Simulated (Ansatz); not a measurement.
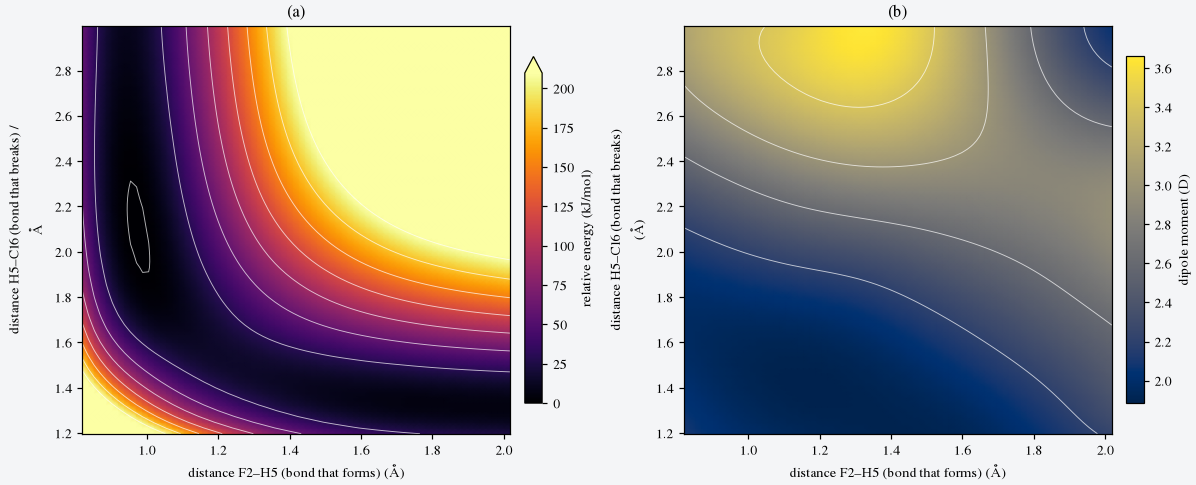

The reacting system CH4AlClF2. The first coordinate is: distance F2–H5 (bond that forms); the second: distance H5–Cl6 (bond that breaks). Relaxed at each point: all other coordinates. The scan uses a 7 × 7 grid. Points are written as (first, second). Energies: kJ/mol, counted from the lowest grid point. The reference is spin-restricted, so regions where a bond is pulled apart into radicals lie too high. These are results of Ansatz, RKS B3LYP-D4/def2-SVP, not measurements.

Panel (a) is the energy; panel (b) is the computed dipole moment, in D.

In the figure: a smooth colour map with a few white contour lines, one colour for all values above the top of the scale. Between grid points the surface is interpolated.

Q: How does the dipole moment vary over the map, and what is it at the lowest grid point?

A: Leaving out the highest fifth of the energies, it runs from 1.89 D at (1.123 Å, 1.389 Å) to 3.66 D at (1.324 Å, 2.997 Å). At the lowest grid point, (0.947 Å, 2.281 Å), it is 2.55 D.
